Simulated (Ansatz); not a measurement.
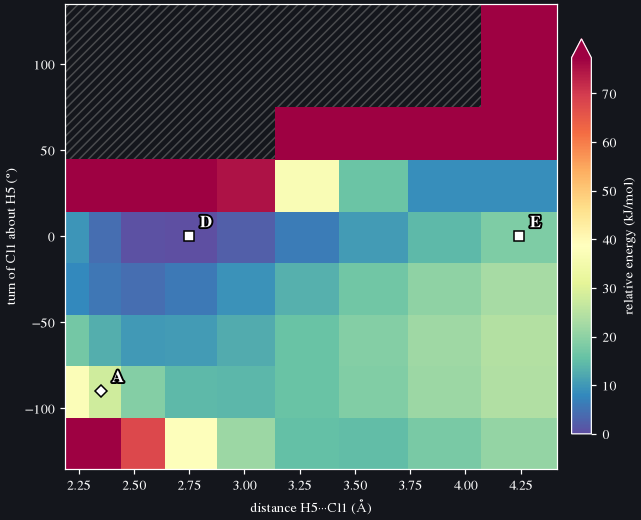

The pair Cl···C₂H₆O, charge −1. The turn is about an axis along (0.88, −0.37, 0.32) in the frame of the relaxed pair, normal to the line between the partners. First axis: distance H5···Cl1. Second axis: turn of Cl1 about H5. The scan uses a 9 × 9 grid. At 21 points there is no value (left out of the scan, as a rule where atoms come close). Points are written as (first, second). Energies: kJ/mol, counted from the lowest grid point. Energies and slopes of some neighbouring points disagree (a jump in structure or state, or too coarse a mesh). Level of theory: Ansatz, RKS B3LYP-D4/def2-SVPD.

Drawn: one coloured cell a grid point, one colour for all values above the top of the scale, hatched blanks where no value was computed, lettered points.

**Rank the lettered points by energy, lowest first.**

D (0 kJ/mol), E (18 kJ/mol), A (28 kJ/mol).
